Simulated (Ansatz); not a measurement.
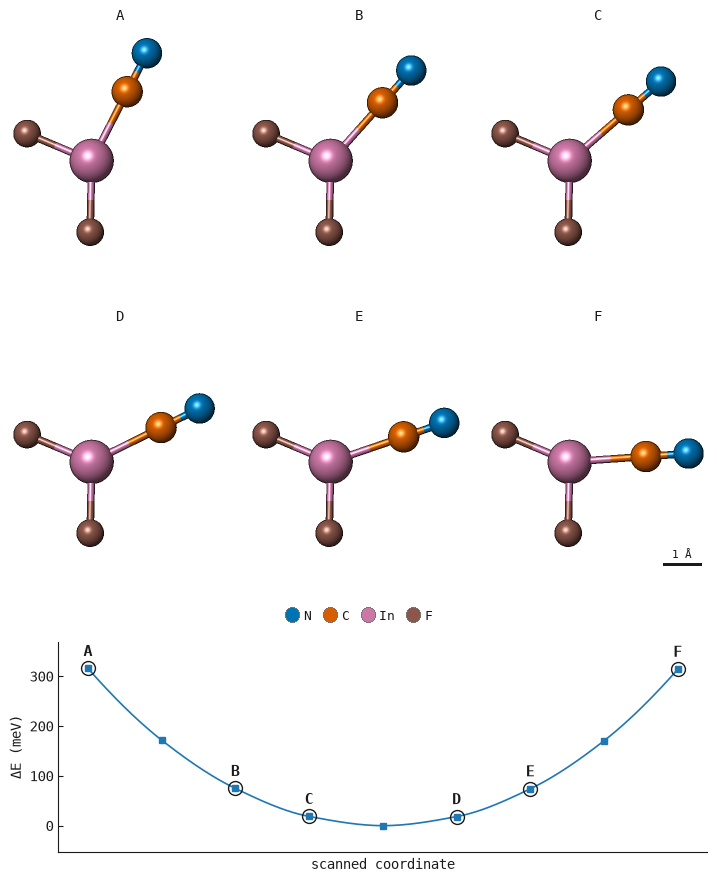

A scan of InCNF2 along one coordinate. Style: ball-and-stick. Shown onto the plane of the angle.

Single-point energies from Ansatz with PBE0-D4 in the def2-TZVPP basis, on geometries moved rigidly from the minimum at PBE0-D4/def2-TZVP. Elements past krypton carry the basis set's effective core potentials. Energies are counted from the PBE0-D4/def2-TZVP minimum geometry at the same level.

**Which coordinate changes from frame to frame?**

One C–In–F angle is varied, with the rest of the molecule carried along rigidly. In the frames the angle is 93.5° (A), 108.5° (B), 116.0° (C), 131.0° (D), 138.5° (E), 153.5° (F). The lowest computed point lies at the angle 123.5° (0 meV). The end points stand at 316 meV (93.5°) and 314 meV (153.5°). The curvature at the lowest point is about 2.2 eV/rad².
